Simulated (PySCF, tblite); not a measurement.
# C4H8OSSi: geometry, infrared bands and NMR shifts

Aim: predict the infrared bands and NMR shifts of C4H8OSSi (`O=C1CS[C@@H]([SiH3])C1`).

The runs use tblite 0.8.0 and PySCF 2.14.0, with density-fitted response routines of our own; the level of theory stands in each step. All values are computed, except where a source is named. Atoms are numbered from 0 throughout.

## Step 1: Starting geometry

15 atoms, charge 0, multiplicity 1; geometry from: force field or distance geometry start.

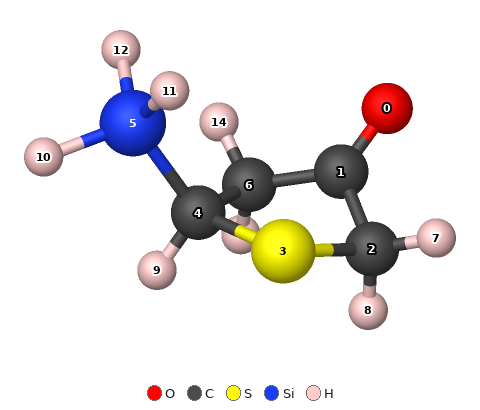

As it starts; oxygen red, carbon dark grey, sulfur yellow, silicon blue, hydrogen pink, atoms numbered.

## Step 2: Optimising the geometry with GFN2-xTB

The job: settings as JSON, then the geometry in Å.

```
{"job": {"kind": "relax", "xc": "GFN2-xTB", "basis": "xTB"}, "charge": 0, "multiplicity": 1}
O     -1.845300     0.997200     1.510700
C     -1.418500     0.254300     0.645400
C     -2.006200     0.166700    -0.715700
S     -0.459100     0.429300    -1.653700
C      0.619800    -0.458000    -0.438600
Si     2.126100     0.528100    -0.030800
C     -0.280100    -0.678300     0.748900
H     -2.754700     0.948200    -0.889200
H     -2.377900    -0.850000    -0.955500
H      0.875100    -1.451700    -0.883200
H      3.311700    -0.126300    -0.657000
H      2.067500     1.892400    -0.565700
H      2.384900     0.567600     1.425800
H     -0.587400    -1.748600     0.780500
H      0.339700    -0.462900     1.656100
```

Launch:

```console
> OMP_NUM_THREADS=1 python probes_run.py task.json out
```

This one command runs all jobs of the session in turn.

Output:

```text
step      E/eV     max force
  0    -589.23360    2.341
  1    -589.38505    2.308
  2    -589.43007    1.146
  3    -589.45872    0.428
  4    -589.48195    0.327
  5    -589.49467    0.412
  6    -589.50570    0.341
  7    -589.51233    0.187
  8    -589.51583    0.127
  9    -589.51757    0.115
 10    -589.51914    0.151
 11    -589.52102    0.161
 12    -589.52343    0.124
 13    -589.52622    0.133
 14    -589.52933    0.152
 15    -589.53278    0.204
 16    -589.53644    0.213
 17    -589.54006    0.208
 18    -589.54367    0.179
 19    -589.54753    0.157
 20    -589.55162    0.240
 21    -589.55527    0.232
 22    -589.55807    0.157
 23    -589.56052    0.116
 24    -589.56307    0.135
 25    -589.56630    0.252
 26    -589.57093    0.292
 27    -589.57664    0.373
 28    -589.58161    0.241
 29    -589.58593    0.381
 30    -589.59107    0.188
 31    -589.59529    0.258
 32    -589.60130    0.316
 33    -589.60637    0.253
 34    -589.61089    0.151
 35    -589.61384    0.262
 36    -589.61727    0.350
 37    -589.62127    0.313
 38    -589.62979    0.219
 39    -589.63277    0.199
 40    -589.63750    0.240
 41    -589.64832    0.243
 42    -589.65386    0.242
 43    -589.66323    0.307
 44    -589.67408    0.237
 45    -589.67875    0.265
 46    -589.68274    0.199
 47    -589.68584    0.194
 48    -589.69067    0.167
 49    -589.69330    0.200
 50    -589.69600    0.122
 51    -589.69846    0.127
 52    -589.70069    0.183
 53    -589.70435    0.249
 54    -589.70904    0.261
 55    -589.71363    0.170
 56    -589.71692    0.162
 57    -589.71785    0.155
 58    -589.72029    0.193
 59    -589.72185    0.137
 60    -589.72483    0.116
 61    -589.72589    0.114
 62    -589.72701    0.087
 63    -589.72842    0.078
 64    -589.73018    0.090
 65    -589.73154    0.078
 66    -589.73256    0.065
 67    -589.73324    0.071
 68    -589.73385    0.065
 69    -589.73455    0.074
 70    -589.73526    0.067
 71    -589.73589    0.059
 72    -589.73645    0.056
 73    -589.73702    0.054
 74    -589.73757    0.054
 75    -589.73807    0.050
 76    -589.73856    0.049
 77    -589.73917    0.061
 78    -589.73999    0.074
 79    -589.74092    0.067
 80    -589.74179    0.066
 81    -589.74262    0.069
 82    -589.74360    0.107
 83    -589.74504    0.138
 84    -589.74700    0.130
 85    -589.74883    0.083
 86    -589.74999    0.074
 87    -589.75065    0.089
 88    -589.75094    0.144
 89    -589.75171    0.079
 90    -589.75268    0.117
 91    -589.75411    0.154
 92    -589.75522    0.076
 93    -589.75568    0.058
 94    -589.75606    0.037
 95    -589.75624    0.040
 96    -589.75658    0.043
 97    -589.75696    0.050
 98    -589.75734    0.044
 99    -589.75759    0.046
100    -589.75773    0.028
101    -589.75783    0.021
102    -589.75794    0.025
103    -589.75808    0.026
104    -589.75820    0.031
105    -589.75831    0.028
106    -589.75836    0.016
107    -589.75838    0.015
108    -589.75840    0.014
109    -589.75842    0.013
110    -589.75845    0.014
111    -589.75849    0.016
112    -589.75853    0.016
113    -589.75857    0.016
114    -589.75861    0.016
115    -589.75865    0.016
116    -589.75871    0.019
117    -589.75876    0.018
118    -589.75882    0.018
119    -589.75888    0.018
120    -589.75896    0.022
121    -589.75906    0.024
122    -589.75918    0.019
123    -589.75931    0.019
124    -589.75944    0.020
125    -589.75954    0.019
126    -589.75961    0.017
127    -589.75966    0.014
128    -589.75968    0.012
129    -589.75971    0.013
130    -589.75973    0.012
131    -589.75976    0.012
132    -589.75977    0.008
```

It took 1.5 s on 1 thread of Arm Neoverse N1, shared host; peak memory 0.18 GiB.

Step by step: (not every step is listed)

```
step  energy from step 0 (eV)  largest force (eV/Å)
   0                   0.0000                2.3406
   1                  -0.1514                2.3078
   2                  -0.1965                1.1456
   3                  -0.2251                0.4282
   4                  -0.2483                0.3270
   5                  -0.2611                0.4116
   6                  -0.2721                0.3405
   7                  -0.2787                0.1872
   8                  -0.2822                0.1274
  19                  -0.3139                0.1566
  30                  -0.3575                0.1883
  41                  -0.4147                0.2426
  52                  -0.4671                0.1827
  63                  -0.4948                0.0781
  74                  -0.5040                0.0538
  85                  -0.5152                0.0831
  96                  -0.5230                0.0432
 107                  -0.5248                0.0147
 118                  -0.5252                0.0180
 127                  -0.5261                0.0145
 128                  -0.5261                0.0116
 129                  -0.5261                0.0130
 130                  -0.5261                0.0122
 131                  -0.5262                0.0116
 132                  -0.5262                0.0077
```

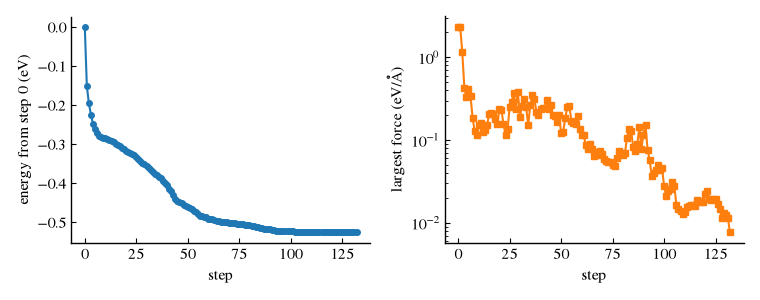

Energy and largest force along the relaxation.

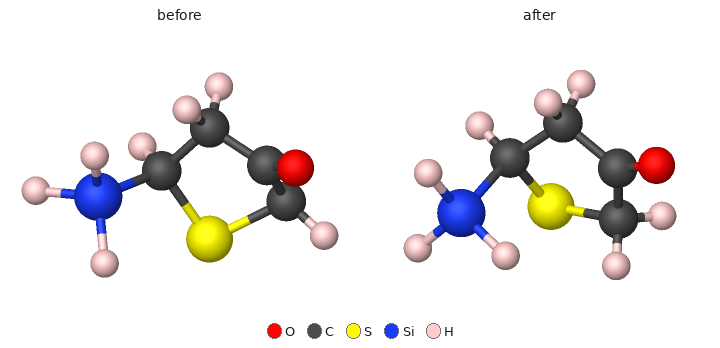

The geometry before (left) and after (right).

Close pairs (by a distance rule), those that changed most:

```
   bond  before (Å)  after (Å)  change (Å)
 C4–Si5       1.846      1.913      +0.067
  C1–C6       1.475      1.510      +0.034
Si5–H10       1.492      1.458      -0.034
  C1–C2       1.485      1.515      +0.030
 C6–H14       1.120      1.091      -0.029
  C4–H9       1.118      1.089      -0.029
  C2–H8       1.109      1.091      -0.018
  C2–S3       1.828      1.810      -0.018
```

The final coordinates are the input of the step that follows.

## Step 3: Harmonic vibrations with GFN2-xTB

The job: settings as JSON, then the geometry in Å.

```
{"job": {"kind": "ir", "xc": "GFN2-xTB", "basis": "xTB"}, "charge": 0, "multiplicity": 1}
O     -2.066070     0.716659     1.460752
C     -1.397589     0.151445     0.639469
C     -1.576501     0.351754    -0.851913
S     -0.346571    -0.658204    -1.714801
C      0.699750    -0.796717    -0.209311
Si     1.895984     0.695747    -0.161588
C     -0.296693    -0.838957     0.932707
H     -1.451136     1.406782    -1.104284
H     -2.576502     0.043775    -1.160050
H      1.235066    -1.740287    -0.308841
H      2.669110     0.668419    -1.397376
H      1.090565     1.912938    -0.067113
H      2.734580     0.542535     1.027387
H     -0.778737    -1.822027     0.993259
H      0.160328    -0.625875     1.899791
```

Output:

```text
mode    cm-1     km/mol
  1      59.5      8.35
  2     107.8      4.50
  3     119.0      0.61
  4     165.1      5.37
  5     258.8      0.98
  6     422.2      4.84
  7     440.0      3.05
  8     457.3     10.66
  9     517.2     36.24
 10     529.4     30.62
 11     602.2     19.74
 12     677.2     33.83
 13     723.6     24.55
 14     749.8    143.79
 15     770.6    179.20
 16     778.0     35.22
 17     789.5    349.16
 18     804.1      9.70
 19     841.8     12.21
 20     930.6      4.49
 21    1037.4      9.00
 22    1047.9     18.36
 23    1114.6     24.01
 24    1126.3     27.62
 25    1141.2     55.19
 26    1185.3      0.78
 27    1213.3      7.93
 28    1270.8      9.16
 29    1400.0     14.77
 30    1431.1     13.16
 31    1790.3    349.86
 32    2275.3    316.86
 33    2281.2    215.53
 34    2324.3    244.07
 35    2924.1      8.31
 36    2956.0      3.00
 37    2981.8     16.20
 38    2987.1      2.55
 39    2994.0     11.74
```

Wall time 0.85 s (1 thread of Arm Neoverse N1, shared host); peak memory 0.18 GiB.

The strongest bands and the atoms that carry them (share of the mass-weighted mode):

```
cm⁻¹  km/mol                         atoms
 750   143.8            H10 41 %, H12 40 %
 771   179.2  H11 49 %, H10 31 %, H12 12 %
 790   349.2  H11 41 %, H12 36 %, H10 14 %
1141    55.2    C1 32 %, H9 24 %, H13 16 %
1790   349.9              C1 62 %, O0 38 %
2275   316.9                      H12 96 %
2281   215.5                      H11 96 %
2324   244.1                      H10 96 %
```

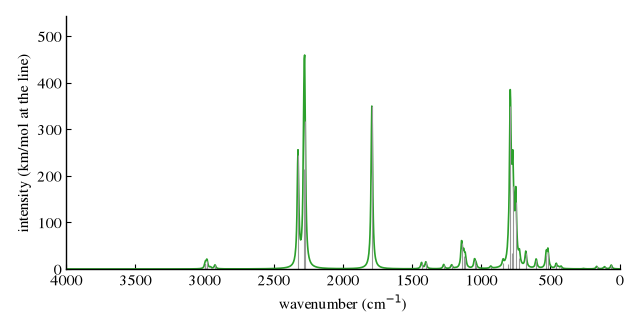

The infrared spectrum from these modes, unscaled. Lines are broadened to a width of 14 cm⁻¹ (Lorentzian).

## Step 4: Shielding tensors: PBE0/pcSseg-1

The job, as its differences from that of step 3:

```diff
@@ -1,2 +1,2 @@
-{"job": {"kind": "ir", "xc": "GFN2-xTB", "basis": "xTB"}, "charge": 0, "multiplicity": 1}
+{"job": {"kind": "nmr", "xc": "PBE0", "basis": "pcSseg-1"}, "charge": 0, "multiplicity": 1}
 O     -2.066070     0.716659     1.460752
```

Method: GIAO PBE0/pcSseg-1 NMR shielding, non-relativistic, gas phase.

Output:

```text
coarse grid: 13640 points
cycle   1  E = -919.3801550851  dE =  9.348e-01  |g| = 7.608e-01  |ddm| = 3.615e+00
cycle   2  E = -918.9999947712  dE =  3.802e-01  |g| = 1.601e+00  |ddm| = 2.268e+00
cycle   3  E = -919.4925697468  dE = -4.926e-01  |g| = 1.312e-01  |ddm| = 1.738e+00
cycle   4  E = -919.4959858853  dE = -3.416e-03  |g| = 6.353e-02  |ddm| = 1.765e-01
cycle   5  E = -919.4969149163  dE = -9.290e-04  |g| = 1.514e-02  |ddm| = 6.953e-02
cycle   6  E = -919.4969687856  dE = -5.387e-05  |g| = 5.241e-03  |ddm| = 2.304e-02
cycle   7  E = -919.4969747397  dE = -5.954e-06  |g| = 1.260e-03  |ddm| = 5.659e-03
final grid: 122688 points
cycle   8  E = -919.5516951746  dE = -7.040e-06  |g| = 1.356e-02  |ddm| = 2.617e-02
cycle   9  E = -919.5515900797  dE =  1.051e-04  |g| = 2.690e-02  |ddm| = 3.042e-02
cycle  10  E = -919.5517312165  dE = -1.411e-04  |g| = 2.073e-03  |ddm| = 2.121e-02
cycle  11  E = -919.5517320898  dE = -8.733e-07  |g| = 2.720e-04  |ddm| = 2.115e-03
cycle  12  E = -919.5517321086  dE = -1.873e-08  |g| = 8.675e-05  |ddm| = 4.619e-04
cycle  13  E = -919.5517321102  dE = -1.592e-09  |g| = 3.266e-05  |ddm| = 1.074e-04
cycle  14  E = -919.5517321104  dE = -2.642e-10  |g| = 6.856e-06  |ddm| = 4.067e-05
converged SCF energy = -919.5517321104

GIAO shielding tensors (ppm)
atom      isotropic    diamagn.    paramagn.     s11        s22        s33       span
  0 O     -331.196     396.578    -727.774   -930.503   -423.842    360.756   1291.258
  1 C      -30.676     248.284    -278.960   -107.141    -39.423     54.535    161.676
  2 C      147.974     255.019    -107.045    130.654    142.416    170.851     40.197
  3 S      526.992    1055.888    -528.896    348.793    466.789    765.395    416.602
  4 C      161.765     253.285     -91.520    135.532    165.896    183.867     48.335
  5 Si     418.982     879.477    -460.495    378.550    417.555    460.840     82.290
  6 C      140.291     251.062    -110.771    123.453    140.080    157.340     33.887
  7 H       28.284      30.170      -1.887     23.163     26.897     34.791     11.629
  8 H       28.512      28.973      -0.462     23.489     26.712     35.334     11.845
  9 H       29.135      31.290      -2.155     24.758     26.461     36.186     11.429
 10 H       27.794      28.929      -1.135     24.043     26.027     33.311      9.268
 11 H       27.999      29.132      -1.133     24.030     27.819     32.147      8.117
 12 H       27.670      29.032      -1.362     23.575     25.361     34.075     10.500
 13 H       28.866      29.515      -0.649     25.119     26.212     35.266     10.147
 14 H       29.335      31.026      -1.691     25.157     28.202     34.646      9.489
```

Wall time 48 s (1 thread of Arm Neoverse N1, shared host); peak memory 0.79 GiB.

Shifts follow as δ = σ(reference) − σ, with reference shieldings (ppm) from runs at the same level and on the same kind of geometry: 1H TMS 31.72, 13C TMS 186.9, 29Si TMS 349.2, 17O H2O 336.1, 33S CS2 504. The references are single molecules in the gas phase, so shifts against H2O, NH3, PH3, H3PO4 or CFCl3 are not on the usual liquid scales and can be off by tens of ppm. Atoms listed in one row are averaged.

```
        atoms                                          environment  σ (ppm)  δ (ppm)  δ scaled to CDCl3
           C1                               ketone carbonyl carbon    -30.7    217.6              210.5
           C6                              sp3 CH2 α to a carbonyl    140.3     46.6               43.6
           C2                 sp3 CH2 bonded to S, α to a carbonyl    148.0     39.0               31.7
           C4                            sp3 CH bonded to S and Si    161.8     25.2               18.2
H10, H11, H12                    hydrogen on a silicon bonded to C    27.82     3.90                  –
           H7  hydrogen on an sp3 CH2 bonded to S, α to a carbonyl    28.28     3.43               3.34
           H8  hydrogen on an sp3 CH2 bonded to S, α to a carbonyl    28.51     3.21               3.13
          H13               hydrogen on an sp3 CH2 α to a carbonyl    28.87     2.85               2.79
           H9             hydrogen on an sp3 CH bonded to S and Si    29.14     2.58               2.54
          H14               hydrogen on an sp3 CH2 α to a carbonyl    29.34     2.38               2.35
           O0                                        ketone oxygen   -331.2    667.3                  –
           S3                                       sulfide sulfur      527      -23                  –
          Si5                             silicon bonded to C, 3 H    419.0    -69.8                  –
```

The scaled column applies a straight-line fit of computed shieldings to shifts measured in CDCl3, with any fitted terms for Cl, Br or S neighbours (root-mean-square error 0.16 ppm for H, 1.9 ppm for C).

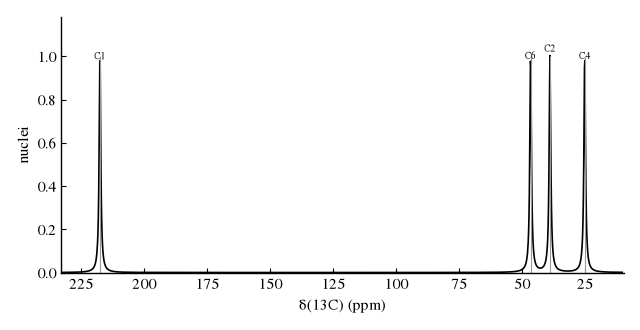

13C lines at the computed shifts, without couplings. Lines are broadened to a width of 0.77 ppm (Lorentzian).

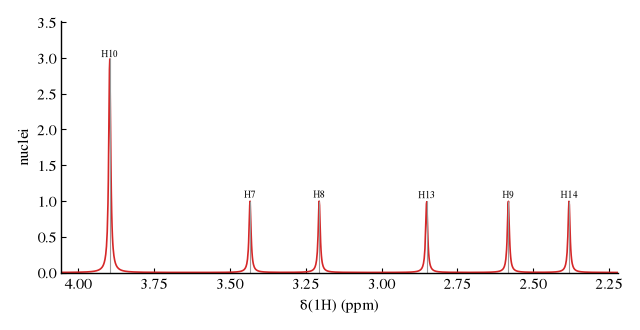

1H lines at the computed shifts, without couplings. Lines are broadened to a width of 0.01 ppm (Lorentzian).

The run also stored atomic charges by several schemes (e):

```
atoms  Mulliken    IAO  Hirshfeld  ESP fit
   O0     -0.33  -0.39      -0.23    -0.50
   C1      0.20   0.40       0.17     0.66
   C2     -0.31  -0.41      -0.09    -0.27
   S3      0.01   0.06       0.00    -0.20
   C4     -0.61  -0.45      -0.11    -0.15
  Si5      0.55   0.59       0.30     0.35
   C6     -0.17  -0.32      -0.08    -0.50
```

ESP fit charges:

O0 -0.50; C1 0.66; C2 -0.27; S3 -0.20; C4 -0.15; Si5 0.35; C6 -0.50; H7 0.14; H8 0.17; H9 0.19; H10 -0.08; H11 -0.06; H12 -0.09; H13 0.17; H14 0.19

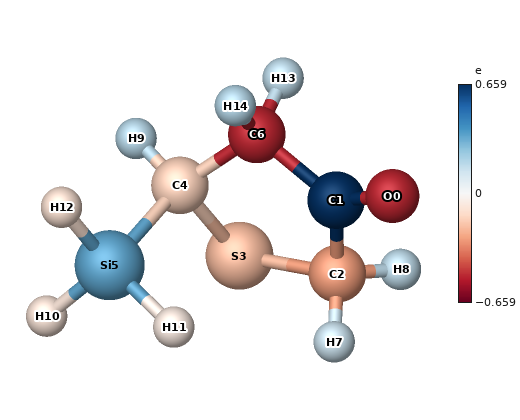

ESP fit charges, as colours on the atoms.

Mayer bond orders: O0–C1 2.05, C1–C2 0.94, C2–S3 0.99, S3–C4 0.96, C4–Si5 0.83, C4–C6 0.98, C6–C1 0.98.

Ring of atoms C1, C2, S3, C4, C6: NICS(0) -2.7, NICS(1) -3.1, NICS(1)zz -4.6 ppm (means of both faces).

## Step 5: Outcome

```
                                                              quantity                                   value
                             strongest single infrared mode (GFN2-xTB)                   1790 cm⁻¹, 350 km/mol
                                          zero-point energy (GFN2-xTB)                           66.1 kcal/mol
                                13C shifts against TMS (PBE0/pcSseg-1)             217.6, 46.6, 39.0, 25.2 ppm
1H shifts against TMS (PBE0/pcSseg-1, means over atoms taken as alike)  3.90, 3.43, 3.21, 2.85, 2.58, 2.38 ppm
                                17O shifts against H2O (PBE0/pcSseg-1)                               667.3 ppm
                                33S shifts against CS2 (PBE0/pcSseg-1)                                 -23 ppm
                               29Si shifts against TMS (PBE0/pcSseg-1)                               -69.8 ppm
```

The optimisation took 132 steps and gained 0.526 eV; among the close pairs (by a distance rule), C4–Si5 changed most, from 1.846 to 1.913 Å. All 39 modes are real, so the xTB geometry is a minimum. The strongest single mode, at 1790 cm⁻¹, moves mainly C1 and O0. Unscaled tight-binding wavenumbers are off by several per cent, some by more. Its intensities can rank the bands wrongly. The most deshielded carbon is C1 (ketone carbonyl carbon), at 217.6 ppm: low-lying n→π* states of the double bond to the heteroatom give a large paramagnetic term (-279 ppm). At PBE0/pcSseg-1: The widest tensor belongs to O0: span 1291 ppm, with a paramagnetic part of -728 ppm.
